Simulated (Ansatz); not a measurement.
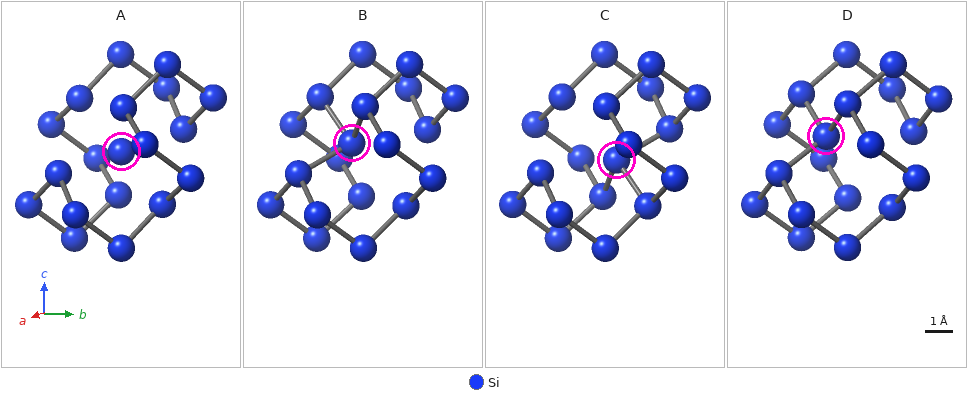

4 geometries from a converged minimum-energy path of Si with a Si vacancy (63 atoms in the cell), shuffled. A ball-and-stick model of the atoms within 4.7 Å of the middle of the path, seen slightly off an axis. The moving atom is ringed, with any periodic copies. Bonds to atoms that aren't drawn are left out.

Computed with DFT PBE, scalar-relativistic, plane waves, PAW (Ansatz 0.2.0). Run with plane-wave cutoff 420 eV; k-point mesh 1 × 1 × 1; Gaussian smearing 0.05 eV; 3 movable images; climbing image; force threshold 0.03 eV/Å; iteration limit 80; starting path by straight interpolation.

### Which frame is the top of the path?

A. In order along the path, whose images run from 0 to 4: C (image 1, +0.096 eV), A (image 2, +0.159 eV), B (image 3, +0.101 eV), D (image 4, 0.000 eV). It is a vacancy jump: a nearby atom moves into the empty site and leaves its own site empty. A Si atom travels furthest, 2.13 Å from end to end, along [1 −1 1], on a straight line. At the highest image its nearest neighbour (Si) is 2.69 Å away, against 2.36 Å at the start, and the surrounding atoms stand up to 0.21 Å off the mean of their end positions. Breaking: 3 Si–Si (2.36 → 3.65 Å). Forming: 3 Si–Si (3.67 → 2.36 Å).

Cost: 3.9 min on 4 threads of Arm Neoverse V2, with other jobs on the host, peak memory 2.7 GiB.

PAW datasets: the set soft_1.
